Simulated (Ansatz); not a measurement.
## Amorphous carbon (96 atoms): a reference run and its variants

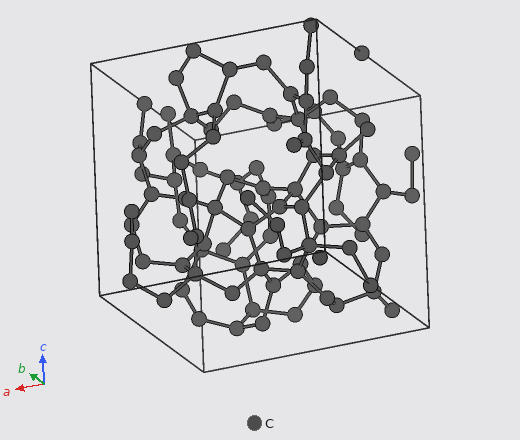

The cell (carbon dark grey). Bonds to atoms that aren't drawn are left out. Some periodic images of atoms are drawn too.

Density of this cell: 2.69 g/cm³. The cell holds 96 atoms: 96 C. Its edges and angles: a = 8.925 Å, b = 8.925 Å, c = 8.925 Å, α = 90.0°, β = 90.0°, γ = 90.0°. 96 atoms (96 C) placed at random at 2.69 g/cm³, melted at 6000 K for 10 ps at fixed volume with the Tersoff potential (Tersoff, Phys. Rev. B 39, 5566 (1989)). Quenched from 6000 K to 700 K at 200 K/ps and fixed volume, held 5 ps.

Geometry: as built.

Reference run: Kohn-Sham DFT, PBE, PAW (set soft_2), plane waves (Ansatz 0.2.0), cutoff 420 eV, k-mesh 2×2×2, gaussian smearing of 0.05 eV.

| Quantity | Value |
| --- | --- |
| r.m.s. force component | 1.862 eV/Å |
| pressure | -1.816 GPa |
| spacing of highest filled and lowest empty level | 0.0119 eV |
| SCF cycles | 10 |
| time | 68 s on 4 threads of Arm Neoverse V2, shared host |

Q: Estimate how much each variant changes the results, and its time and memory.
- support functions medium
- support functions low
- support functions high
- support functions medium, radius 3.07 Å
- support functions medium, radius 3.32 Å
- support functions medium, radius 3.54 Å
- support functions medium, radius 3.8 Å
- support functions medium, radius 4.27 Å
- hamiltonian.xc = "revpbe"

Each row is set against the plane-wave reference (Kohn-Sham DFT, PBE, PAW (set soft_2), plane waves; r.m.s. force component 1.86 eV/Å). Energies are set beside the reference only for runs with its functional, potentials and electron count. Times are for 4 threads of Arm Neoverse V2, shared host. The reference's time includes the DOS, ELF, the stress and grids, which some other runs skip.

| run | Δ force, r.m.s. (meV/Å) | share of r.m.s. force (%) | Δ energy (meV/atom) | Δ pressure (GPa) | cycles | time | host memory (GiB) |
| --- | --- | --- | --- | --- | --- | --- | --- |
| reference | - | - | - | - | 10 | 68 s | 4.4 |
| support functions medium | 1.11 | 0.0599 | -3.63 | - | 14 | 1.8 min | 2.4 |
| support functions low | 1.11 | 0.0595 | -3.63 | - | 13 | 1.7 min | 2.4 |
| support functions high | 0.943 | 0.0507 | -3.64 | - | 18 | 4.3 min | 4.1 |
| support functions medium, radius 3.07 Å | 1.12 | 0.0603 | -3.63 | - | 14 | 1.7 min | 2.3 |
| support functions medium, radius 3.32 Å | 1.12 | 0.0603 | -3.63 | - | 14 | 2 min | 2.6 |
| support functions medium, radius 3.54 Å | 1.12 | 0.06 | -3.63 | - | 14 | 2.4 min | 2.9 |
| support functions medium, radius 3.8 Å | 1.11 | 0.0597 | -3.63 | - | 14 | 2.8 min | 3.4 |
| support functions medium, radius 4.27 Å | 1.11 | 0.0595 | -3.63 | - | 14 | 4.3 min | 4.3 |
| hamiltonian.xc = "revpbe" | 26.6 | 1.43 | - | 3.50 | 10 | 62 s | 4.4 |

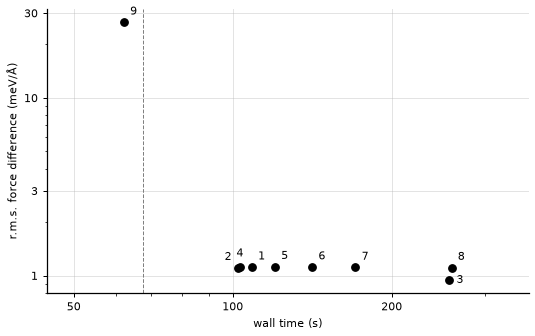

Force difference from the reference against wall time; the dashed line marks the reference's time. Points: 1 support functions medium; 2 support functions low; 3 support functions high; 4 support functions medium, radius 3.07 Å; 5 support functions medium, radius 3.32 Å; 6 support functions medium, radius 3.54 Å; 7 support functions medium, radius 3.8 Å; 8 support functions medium, radius 4.27 Å; 9 hamiltonian.xc = "revpbe".

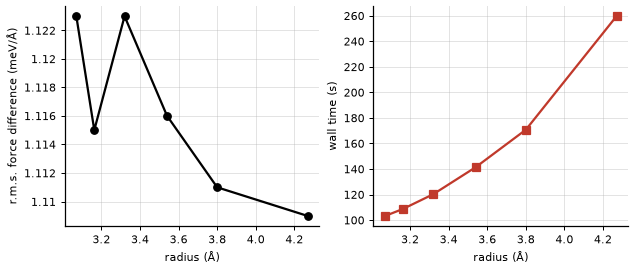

Force difference and time against the radius.

Among numerical settings the force difference runs from 0.94 meV/Å (support functions high) to 1.1 meV/Å (support functions medium, radius 3.07 Å). At 96 atoms the fastest of the runs at a preset level, support functions low, takes roughly 1.5 times the time of plane waves (whose run also made extra analyses, so the like-for-like ratio is larger), in 13 SCF cycles against 10. Differences between support functions and plane waves include what basis error the plane-wave run still has. The force difference hardly changes among these support-function runs, which points to the basis of the plane-wave reference as its main source. As the radius goes from 3.07 to 4.27 Å, the force difference goes from 1.1 to 1.1 meV/Å, and the time from 1.7 min to 4.3 min. 

[Hosts, paths, dates, database ids (printed as entryN), source tags and the programs' standing remarks are cut or masked in the printed files.]
